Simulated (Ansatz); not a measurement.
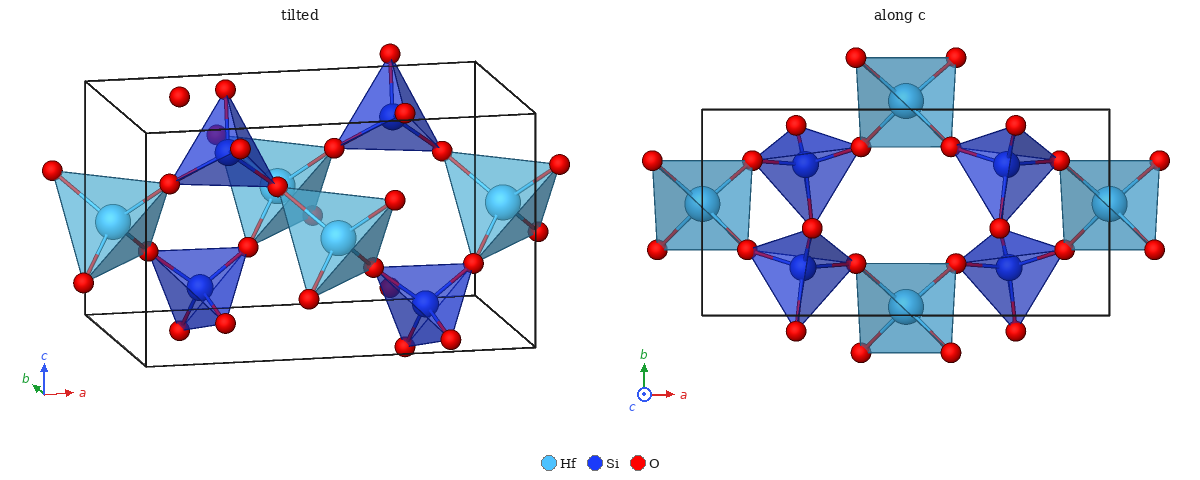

Shown here is a polyhedral view of the crystal, taken slightly off an axis and along the c axis. The frame is the conventional unit cell; atoms at its boundary are shown with their periodic copies. A few atoms beyond the faces are included.

HfSi2O6, space group C2 (No. 5), a = 9.911 Å, b = 5.008 Å, c = 5.881 Å, α = 90.00°, β = 91.78°, γ = 90.00°. Provenance: a structure type filled with these elements by a generator (whether the compound takes this form wasn't checked). Earlier steps of the study, as a rule a relaxation of our own, may have changed the cell and positions, so they can lie some per cent off the listed ones. A calculation with Ansatz used it as input.

This one geometry was computed with Ansatz (DFT, plane waves, PAW) at three levels of theory: PBEsol, PBE and r2SCAN.

Question: Which level gives the highest pressure at this volume, and what does that say about its equilibrium volume?

Answer: Highest: PBE (0.0 GPa), which points to the largest equilibrium volume. Lowest, with the smallest volume: r2SCAN (-4.0 GPa). Levels within 0.5 GPa of each other can't be told apart.

Question: How does the band gap change with the level of theory?

Answer: PBEsol: a gap of 4.95 eV, indirect; PBE: a gap of 5.03 eV, indirect; r2SCAN: a gap of 5.58 eV, indirect.

Question: Collect the results in a table.

Answer:
| level | cutoff (eV) | k-mesh of the run's cell | gap (eV) | pressure (GPa) |
| --- | --- | --- | --- | --- |
| PBEsol | 420 | 6×6×4 | 4.95 | -2.7 |
| PBE | 420 | 6×6×4 | 5.03 | 0.0 |
| r2SCAN | 500 | 6×6×4 | 5.58 | -4.0 |

Gaps are taken on the k-mesh or band path of each run.
